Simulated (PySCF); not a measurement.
C₄H₉OSi (SMILES C/C=C/[CH]O[SiH3]) (doublet)

```xyz
15

C     3.0636   -0.2637   -0.1271
C     1.6630   -0.6828    0.1318
C     0.5944    0.1746    0.1104
C    -0.7123   -0.1955    0.3482
O    -1.7016    0.7086    0.3084
Si   -3.3101    0.6234    0.5324
H     3.1205    0.8020   -0.3346
H     3.6982   -0.4880    0.7332
H     3.4789   -0.8092   -0.9775
H     1.4967   -1.7277    0.3493
H     0.7689    1.2205   -0.1064
H    -0.9786   -1.2194    0.5730
H    -3.6450    2.0202    0.3169
H    -3.9203   -0.2924   -0.4361
H    -3.6209    0.1373    1.8800
```

Geometry: GFN2-xTB.

The calculation used PySCF, UKS B3LYP, pcH-1 on C H O Si, non-relativistic, mean-field spin-orbit, GIAO.

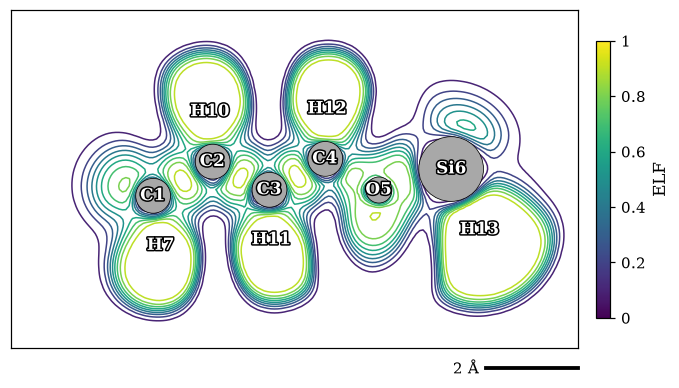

Figure 1. Electron localisation function on the plane of atoms O5, Si6 and H13. Grey discs cover the atomic cores.

Question: Interpret the plot.

Answer:
- The plane passes through C, O, Si and H nuclei.
- C–O (1.34 Å): the ELF peaks at about 0.85 between the atoms: a shared but strongly polarised pair.
- C–C (1.37 Å): the ELF peaks at about 0.95 between the atoms; localised, covalent bonding.
- Si–O (1.63 Å): the ELF peaks at about 0.85 between the atoms: a polar covalent bond.
- C–H (1.08 Å): the ELF climbs to about 1 towards the hydrogen, as it does in any bond to H (a covalent bond by its length).
- C–C (1.48 Å): the ELF peaks at about 0.95 between the atoms (a shared electron pair).
- The ELF also peaks beside O5, away from the bonds: non-bonding electrons, paired or unpaired.

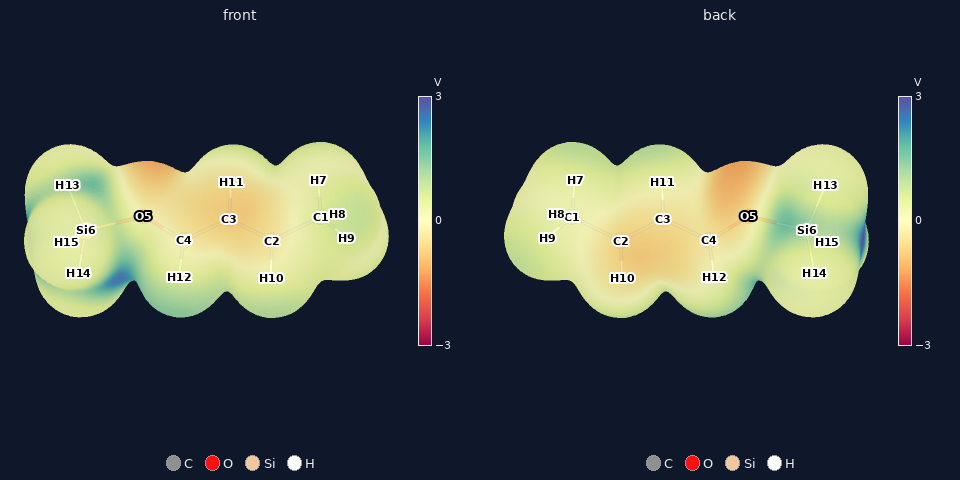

Figure 2. The electrostatic potential painted on the density surface at 0.004 e/bohr³, seen from the front and from behind; the colour scale runs from red (negative) to blue (positive).

Question: Which sites attract a positive test charge, and which a negative one?

Answer: A positive charge is drawn to the negative regions and a negative charge to the positive ones. The most negative region (about −1.2 V) lies over O5, the most positive (about +2.6 V) over Si6. O5 is the likeliest acceptor of a hydrogen bond.
